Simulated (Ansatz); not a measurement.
Run report: GeH₆SO, saddle-point search (part 2 of 2)

GeH₆SO; RKS BLYP-D4/STO-3G (Ansatz 0.2.0). 

Geometry of the input (Å):
```
Ge -0.8911  -0.4061  -0.0660
O  0.4818  0.2213  1.1910
H  -0.4518  -1.6554  -0.8314
H  -1.8445  -0.8097  1.1401
H  -1.8414  0.6488  -0.9372
H  1.0099  0.6892  0.3724
S  1.2178  0.8007  -1.4268
H  0.2553  0.7999  1.8962
H  2.0576  -0.3269  -1.4429
```

**Trajectory as extended XYZ, continued**
```
9
Properties=species:S:1:pos:R:3:forces:R:3 step=4 energy=-68692.35862
Ge   -0.8650   -0.3855   -0.1827   -0.9871  -0.1190  -0.5588
O     0.5685    0.1027    1.1990    0.5859   1.3787   0.7390
H    -0.6220   -1.6089   -0.8795   -0.0558   0.7516   0.4633
H    -1.6298   -0.7490    1.0017    0.2298   0.0953  -0.4098
H    -1.7932    0.4667   -0.9223    0.7431  -0.5884   0.5155
H     1.1256    0.8446    0.4362    0.2512  -1.4646  -0.9591
S     1.1259    0.7941   -1.2609   -0.0783   0.4026  -0.2960
H     0.2356    0.8723    1.8249   -0.7069  -0.5896   0.3163
H     1.8480   -0.3752   -1.3211    0.0182   0.1335   0.1895
9
Properties=species:S:1:pos:R:3:forces:R:3 step=5 energy=-68692.55529
Ge   -0.8560   -0.3743   -0.1794   -0.9710  -0.1815  -0.3451
O     0.5623    0.1499    1.2248    0.2611   0.2009   0.1465
H    -0.6073   -1.5948   -0.8693   -0.0353   0.6774   0.4201
H    -1.6142   -0.7391    1.0034    0.1607   0.0770  -0.3634
H    -1.7846    0.4606   -0.9239    0.6839  -0.5131   0.4879
H     1.1759    0.7478    0.3855   -0.2164  -0.1097  -0.3097
S     1.1116    0.8060   -1.2966    0.1604  -0.0456   0.3913
H     0.1643    0.8646    1.8814   -0.0389  -0.1883  -0.3420
H     1.8416   -0.3588   -1.3305   -0.0045   0.0829  -0.0856
9
Properties=species:S:1:pos:R:3:forces:R:3 step=6 energy=-68692.57183
Ge   -0.8569   -0.3737   -0.1790   -0.8931  -0.1841  -0.3439
O     0.5684    0.1490    1.2279    0.1994   0.0993   0.1513
H    -0.6078   -1.5891   -0.8699   -0.0272   0.6115   0.3915
H    -1.6120   -0.7389    1.0009    0.1443   0.0727  -0.3162
H    -1.7802    0.4560   -0.9246    0.6195  -0.4581   0.4494
H     1.1692    0.7443    0.3872   -0.1239  -0.0760  -0.2956
S     1.1100    0.8063   -1.2904    0.1363  -0.0153   0.2941
H     0.1660    0.8672    1.8737   -0.0617  -0.1203  -0.2549
H     1.8369   -0.3594   -1.3304    0.0065   0.0703  -0.0758
9
Properties=species:S:1:pos:R:3:forces:R:3 step=7 energy=-68692.61952
Ge   -0.8676   -0.3745   -0.1862   -0.1998  -0.0797  -0.0375
O     0.5984    0.1290    1.2727    0.0060   0.2725   0.0555
H    -0.6125   -1.5476   -0.8750    0.0895  -0.0063   0.0922
H    -1.5869   -0.7301    0.9780   -0.1195  -0.0357   0.0774
H    -1.7420    0.4114   -0.9386   -0.0047   0.0699   0.0306
H     1.1536    0.7091    0.4061    0.1107  -0.1275   0.0172
S     1.0848    0.8144   -1.2525    0.0761   0.0963  -0.0621
H     0.1747    0.9076    1.8305   -0.0268  -0.2009  -0.1162
H     1.7911   -0.3576   -1.3396    0.0684   0.0115  -0.0570
9
Properties=species:S:1:pos:R:3:forces:R:3 step=8 energy=-68692.61564
Ge   -0.8840   -0.3778   -0.1900    0.2361   0.0668  -0.0314
O     0.6062    0.1435    1.2786    0.0568  -0.5669   0.0542
H    -0.6058   -1.5483   -0.8671    0.0501  -0.0624   0.0478
H    -1.6034   -0.7337    0.9707   -0.0446   0.0024   0.1342
H    -1.7550    0.4055   -0.9407   -0.0590   0.0900  -0.0341
H     1.1960    0.6903    0.4357   -0.1799   0.0059  -0.1563
S     1.0771    0.8163   -1.2372    0.1172   0.0752  -0.1809
H     0.1715    0.9153    1.8073   -0.1793   0.3713   0.2145
H     1.7911   -0.3493   -1.3618    0.0026   0.0176  -0.0480
9
Properties=species:S:1:pos:R:3:forces:R:3 step=9 energy=-68692.62513
Ge   -0.8773   -0.3760   -0.1906    0.0661   0.0022  -0.0133
O     0.6032    0.1356    1.2860    0.0230  -0.1389  -0.0347
H    -0.6041   -1.5484   -0.8677    0.0581  -0.0476   0.0568
H    -1.5950   -0.7288    0.9728   -0.0856  -0.0152   0.1027
H    -1.7492    0.4074   -0.9425   -0.0459   0.0809  -0.0193
H     1.1753    0.6894    0.4276   -0.0323  -0.0296  -0.0500
S     1.0795    0.8165   -1.2453    0.0644   0.0590  -0.0268
H     0.1714    0.9174    1.8185   -0.0745   0.0800   0.0311
H     1.7898   -0.3513   -1.3635    0.0268   0.0091  -0.0465
9
Properties=species:S:1:pos:R:3:forces:R:3 step=10 energy=-68692.62569
Ge   -0.8776   -0.3762   -0.1937    0.0722   0.0064  -0.0031
O     0.6043    0.1325    1.2940    0.0005  -0.0209  -0.0435
H    -0.6005   -1.5504   -0.8655    0.0496  -0.0450   0.0524
H    -1.5942   -0.7250    0.9716   -0.0892  -0.0143   0.0878
H    -1.7498    0.4060   -0.9467   -0.0494   0.0714  -0.0258
H     1.1731    0.6825    0.4343   -0.0018  -0.0356  -0.0377
S     1.0780    0.8183   -1.2442    0.0344   0.0348   0.0253
H     0.1732    0.9237    1.8185   -0.0376  -0.0107  -0.0178
H     1.7870   -0.3496   -1.3729    0.0212   0.0140  -0.0376
9
Properties=species:S:1:pos:R:3:forces:R:3 step=11 energy=-68692.63238
Ge   -0.8765   -0.3705   -0.2185   -0.0546  -0.0367  -0.0009
O     0.6331    0.1014    1.3184   -0.0960   0.0837   0.1533
H    -0.5699   -1.5869   -0.8072   -0.0280   0.1244   0.0728
H    -1.6199   -0.6520    0.9615    0.0687   0.0612  -0.0947
H    -1.7687    0.3795   -1.0070    0.0560  -0.1092  -0.0045
H     1.1888    0.6459    0.4832    0.0445  -0.0240  -0.0816
S     1.0474    0.8432   -1.2219    0.0095  -0.0012  -0.0488
H     0.1933    0.9124    1.8098    0.0459  -0.1393   0.0007
H     1.7659   -0.3113   -1.4229   -0.0461   0.0412   0.0038
9
Properties=species:S:1:pos:R:3:forces:R:3 step=12 energy=-68692.64805
Ge   -0.8741   -0.3593   -0.2419   -0.1790  -0.1134   0.0423
O     0.6560    0.0684    1.3527    0.1987  -0.0951  -0.2294
H    -0.5367   -1.6122   -0.7412   -0.0916   0.2538   0.0885
H    -1.6393   -0.5620    0.9495    0.1749   0.1085  -0.2747
H    -1.7806    0.3331   -1.0837    0.1019  -0.2155   0.0084
H     1.2012    0.6102    0.5263    0.0296  -0.0826   0.0439
S     1.0150    0.8714   -1.2072   -0.0157  -0.0841   0.0555
H     0.2181    0.8847    1.8179   -0.1082   0.1435   0.2198
H     1.7341   -0.2725   -1.4771   -0.1106   0.0849   0.0458
9
Properties=species:S:1:pos:R:3:forces:R:3 step=13 energy=-68692.68401
Ge   -0.8739   -0.3446   -0.2621   -0.2403  -0.1884   0.0621
O     0.6885    0.0299    1.3745    0.0803  -0.0139  -0.0953
H    -0.5052   -1.6262   -0.6659   -0.1451   0.3256   0.0789
H    -1.6602   -0.4622    0.9324    0.2909   0.1562  -0.4127
H    -1.7870    0.2703   -1.1678    0.1112  -0.2777   0.0330
H     1.2209    0.5716    0.5614    0.0343  -0.0225   0.0913
S     0.9788    0.9032   -1.1866   -0.0009  -0.1133   0.0126
H     0.2382    0.8495    1.8309    0.0365   0.0076   0.1568
H     1.6933   -0.2297   -1.5214   -0.1668   0.1263   0.0735
9
Properties=species:S:1:pos:R:3:forces:R:3 step=14 energy=-68692.77238
Ge   -0.8732   -0.3134   -0.2892   -0.4154  -0.2995   0.0102
O     0.7370   -0.0445    1.3950    0.0384  -0.1515  -0.1255
H    -0.4530   -1.6271   -0.5133   -0.2318   0.3857  -0.0060
H    -1.6880   -0.2710    0.8932    0.4367   0.1946  -0.6073
H    -1.7864    0.1362   -1.3162    0.2141  -0.3547   0.2360
H     1.2501    0.5076    0.5985   -0.0041   0.0959   0.2465
S     0.9197    0.9644   -1.1573   -0.0485  -0.0415   0.0489
H     0.2732    0.7589    1.8635    0.1533   0.0991   0.1573
H     1.6143   -0.1494   -1.5786   -0.1426   0.0719   0.0401
9
Properties=species:S:1:pos:R:3:forces:R:3 step=15 energy=-68692.75166
Ge   -0.8745   -0.3144   -0.2609   -0.3703  -0.2204  -0.0676
O     0.6992   -0.0703    1.3362    0.1298   0.2480   0.1792
H    -0.4475   -1.6173   -0.4766   -0.1884   0.2303  -0.0157
H    -1.7171   -0.2607    0.8996    0.4133   0.1406  -0.4581
H    -1.7647    0.1202   -1.2967    0.1451  -0.2017   0.0731
H     1.2304    0.5246    0.5640    0.1197  -0.1618   0.0408
S     0.9563    0.9835   -1.1447   -0.1803   0.0178  -0.0438
H     0.2856    0.7354    1.8488    0.0145  -0.0894   0.2664
H     1.6258   -0.1392   -1.5743   -0.0832   0.0365   0.0257
9
Properties=species:S:1:pos:R:3:forces:R:3 step=16 energy=-68692.70608
Ge   -0.8756   -0.3138   -0.2335   -0.3980  -0.2438  -0.0535
O     0.6646   -0.0684    1.3010    0.1405  -0.0319   0.1606
H    -0.4346   -1.6094   -0.4423   -0.2095   0.1549  -0.0500
H    -1.7399   -0.2703    0.9183    0.3956   0.0959  -0.4218
H    -1.7411    0.1300   -1.2768    0.1202  -0.1429   0.0482
H     1.2270    0.5105    0.5081   -0.0056   0.1034   0.2276
S     0.9887    0.9976   -1.1476   -0.1123  -0.0276  -0.0129
H     0.2613    0.7166    1.8499    0.1464   0.0698   0.1168
H     1.6431   -0.1311   -1.5816   -0.0774   0.0222  -0.0150
9
Properties=species:S:1:pos:R:3:forces:R:3 step=17 energy=-68692.69053
Ge   -0.8798   -0.3162   -0.2248   -0.3027  -0.2744  -0.0937
O     0.6584   -0.0755    1.2906    0.0977   0.1125   0.1412
H    -0.4441   -1.6130   -0.4136   -0.2025   0.0856  -0.1287
H    -1.7445   -0.2830    0.9204    0.3229   0.1232  -0.3122
H    -1.7257    0.1478   -1.2670    0.0558  -0.1525   0.0160
H     1.2083    0.5216    0.4958    0.1429   0.0030   0.1445
S     0.9977    0.9948   -1.1526   -0.0967   0.0540  -0.0080
H     0.2568    0.7077    1.8418    0.0906   0.0545   0.2069
H     1.6665   -0.1223   -1.5952   -0.1081  -0.0058   0.0340
9
Properties=species:S:1:pos:R:3:forces:R:3 step=18 energy=-68692.58612
Ge   -0.8962   -0.3324   -0.1882    0.0602  -0.3029  -0.1282
O     0.6221   -0.0690    1.2428   -0.2906  -0.0805   0.2773
H    -0.4931   -1.6363   -0.3033   -0.1269  -0.1702  -0.4295
H    -1.7601   -0.3427    0.9326   -0.0460   0.2122   0.1291
H    -1.6617    0.2218   -1.2202   -0.1578  -0.1936  -0.0440
H     1.1725    0.5316    0.4130    0.3748   0.2910   0.0935
S     1.0372    0.9936   -1.1753    0.1710   0.1330  -0.1233
H     0.2101    0.6765    1.8390    0.2508   0.1173   0.0680
H     1.7628   -0.0811   -1.6450   -0.2355  -0.0063   0.1571
9
Properties=species:S:1:pos:R:3:forces:R:3 step=19 energy=-68692.63515
Ge   -0.8979   -0.3511   -0.1927    0.0783  -0.0407   0.0779
O     0.6051   -0.0647    1.2390    0.1862   0.1060   0.1055
H    -0.5172   -1.6601   -0.3488   -0.0440  -0.0644  -0.2818
H    -1.7613   -0.3415    0.9351   -0.0306   0.1103   0.0312
H    -1.6739    0.2062   -1.2138   -0.1025  -0.1259  -0.0785
H     1.2032    0.5576    0.4243    0.0000  -0.1197   0.0280
S     1.0490    1.0044   -1.1633    0.1017   0.0826  -0.1342
H     0.2385    0.7003    1.8373   -0.0503   0.0542   0.1380
H     1.7482   -0.0893   -1.6218   -0.1388  -0.0023   0.1140
9
Properties=species:S:1:pos:R:3:forces:R:3 step=20 energy=-68692.64359
Ge   -0.8944   -0.3584   -0.1877    0.0192   0.0491   0.2018
O     0.6000   -0.0461    1.2424    0.1394  -0.1349   0.0133
H    -0.5256   -1.6688   -0.3830    0.0023   0.0124  -0.1668
H    -1.7630   -0.3404    0.9421    0.0135   0.0313  -0.0371
H    -1.6799    0.1962   -1.2022   -0.0611  -0.0648  -0.0953
H     1.2220    0.5451    0.4063   -0.1776   0.1627   0.1662
S     1.0613    1.0154   -1.1668    0.0889  -0.0976  -0.0124
H     0.2295    0.7120    1.8523    0.0620   0.0518  -0.0818
H     1.7438   -0.0933   -1.6079   -0.0866  -0.0101   0.0121
9
Properties=species:S:1:pos:R:3:forces:R:3 step=21 energy=-68692.64953
Ge   -0.8938   -0.3597   -0.1829   -0.0043   0.0359   0.1819
O     0.6025   -0.0489    1.2420    0.1021   0.0065   0.0248
H    -0.5280   -1.6695   -0.3959    0.0039   0.0286  -0.1291
H    -1.7665   -0.3417    0.9459    0.0501   0.0106  -0.0536
H    -1.6811    0.1944   -1.1963   -0.0488  -0.0387  -0.0987
H     1.2147    0.5572    0.4073   -0.0851   0.0522   0.1007
S     1.0697    1.0149   -1.1670    0.0139  -0.0620  -0.0081
H     0.2314    0.7138    1.8469    0.0297  -0.0098  -0.0470
H     1.7446   -0.0988   -1.6045   -0.0616  -0.0233   0.0291
9
Properties=species:S:1:pos:R:3:forces:R:3 step=22 energy=-68692.65213
Ge   -0.8931   -0.3607   -0.1719   -0.0283  -0.0008   0.1430
O     0.6066   -0.0469    1.2406   -0.0186   0.0800   0.0273
H    -0.5308   -1.6680   -0.4217    0.0046   0.0621  -0.0569
H    -1.7723   -0.3484    0.9554    0.1135  -0.0246  -0.0817
H    -1.6829    0.1930   -1.1839   -0.0277   0.0079  -0.0912
H     1.2071    0.5726    0.4027    0.0349  -0.0103   0.0237
S     1.0851    1.0140   -1.1693   -0.0771  -0.0345   0.0002
H     0.2269    0.7164    1.8399    0.0251  -0.0420  -0.0036
H     1.7469   -0.1102   -1.5963   -0.0264  -0.0378   0.0392
9
Properties=species:S:1:pos:R:3:forces:R:3 step=23 energy=-68692.65348
Ge   -0.8943   -0.3595   -0.1647   -0.0168  -0.0179   0.1101
O     0.6053   -0.0415    1.2385   -0.0423   0.0234  -0.0025
H    -0.5301   -1.6630   -0.4381    0.0031   0.0682  -0.0268
H    -1.7726   -0.3603    0.9634    0.1165  -0.0336  -0.0905
H    -1.6825    0.1971   -1.1774   -0.0225   0.0227  -0.0606
H     1.2070    0.5809    0.3974    0.0446  -0.0145  -0.0047
S     1.0918    1.0108   -1.1722   -0.0758  -0.0293  -0.0080
H     0.2215    0.7179    1.8374    0.0106   0.0115   0.0432
H     1.7475   -0.1207   -1.5889   -0.0173  -0.0305   0.0397
9
Properties=species:S:1:pos:R:3:forces:R:3 step=24 energy=-68692.65922
Ge   -0.8964   -0.3544   -0.1442   -0.0463  -0.0922  -0.0056
O     0.5910   -0.0220    1.2339   -0.1180   0.2050   0.0679
H    -0.5217   -1.6411   -0.4994   -0.0058   0.1051   0.0636
H    -1.7646   -0.4152    0.9863    0.0503  -0.0566  -0.0916
H    -1.6814    0.2217   -1.1535    0.0014   0.0484   0.0613
H     1.2018    0.6065    0.3751    0.0800  -0.0354  -0.0484
S     1.1110    0.9949   -1.1871   -0.0216  -0.0558   0.0088
H     0.2086    0.7362    1.8436    0.0565  -0.1431  -0.0927
H     1.7455   -0.1648   -1.5595    0.0035   0.0247   0.0365
9
Properties=species:S:1:pos:R:3:forces:R:3 step=25 energy=-68692.66236
Ge   -0.9006   -0.3499   -0.1391    0.0439  -0.0490  -0.0933
O     0.5826    0.0020    1.2276    0.0724  -0.4098  -0.1589
H    -0.5072   -1.6187   -0.5268   -0.0083   0.0486   0.0464
H    -1.7643   -0.4614    0.9827    0.0029  -0.0357   0.0358
H    -1.6954    0.2441   -1.1326    0.0280   0.0478   0.0834
H     1.2100    0.6154    0.3699   -0.0062   0.0068  -0.0861
S     1.1137    0.9768   -1.1903    0.0267   0.0586  -0.1048
H     0.2131    0.7461    1.8360   -0.2026   0.3593   0.2876
H     1.7416   -0.1926   -1.5320    0.0433  -0.0266  -0.0102
9
Properties=species:S:1:pos:R:3:forces:R:3 step=26 energy=-68692.66445
Ge   -0.8980   -0.3507   -0.1457   -0.0026  -0.0320  -0.0439
O     0.5840   -0.0075    1.2326    0.0112  -0.0658  -0.0273
H    -0.5083   -1.6241   -0.5120    0.0030   0.0202   0.0137
H    -1.7595   -0.4462    0.9792   -0.0225  -0.0348   0.0244
H    -1.6917    0.2393   -1.1414    0.0141   0.0374   0.0618
H     1.2070    0.6075    0.3735    0.0024   0.0009  -0.0357
S     1.1076    0.9807   -1.1906    0.0191   0.0279  -0.0316
H     0.2118    0.7454    1.8438   -0.0581   0.0722   0.0420
H     1.7408   -0.1828   -1.5440    0.0334  -0.0259  -0.0034
9
Properties=species:S:1:pos:R:3:forces:R:3 step=27 energy=-68692.66417
Ge   -0.8921   -0.3503   -0.1696   -0.0226  -0.0097  -0.0115
O     0.6001    0.0008    1.2523   -0.0086   0.0321   0.0303
H    -0.5020   -1.6184   -0.5388    0.0020   0.0102  -0.0050
H    -1.7342   -0.4551    0.9703   -0.0025  -0.0014   0.0037
H    -1.7115    0.2516   -1.1375    0.0056  -0.0030   0.0046
H     1.1996    0.6005    0.4066    0.0249  -0.0025  -0.0017
S     1.0825    0.9605   -1.1927    0.0018  -0.0062  -0.0193
H     0.2156    0.7692    1.8415    0.0061  -0.0283  -0.0137
H     1.7357   -0.1970   -1.5368   -0.0068   0.0088   0.0126
9
Properties=species:S:1:pos:R:3:forces:R:3 step=28 energy=-68692.66433
Ge   -0.8931   -0.3502   -0.1707    0.0065   0.0023   0.0017
O     0.6016    0.0046    1.2528   -0.0053   0.0030   0.0089
H    -0.5005   -1.6144   -0.5481   -0.0004  -0.0028  -0.0009
H    -1.7316   -0.4610    0.9710    0.0005  -0.0009   0.0007
H    -1.7144    0.2544   -1.1344   -0.0021   0.0027  -0.0012
H     1.2007    0.6037    0.4073   -0.0014   0.0003  -0.0012
S     1.0807    0.9566   -1.1957    0.0001  -0.0021  -0.0038
H     0.2153    0.7712    1.8423    0.0024  -0.0045  -0.0047
H     1.7349   -0.2030   -1.5292   -0.0003   0.0020   0.0006
```

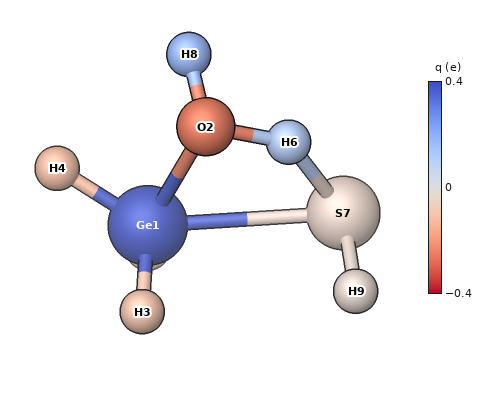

Fig. 1: Mulliken charges, as the colour of each atom (ball-and-stick view, seen at a tilt; atoms are numbered from 1 in the order of the input). By element: Ge +0.38, O −0.24, H −0.13 to +0.17 and S −0.05 e.
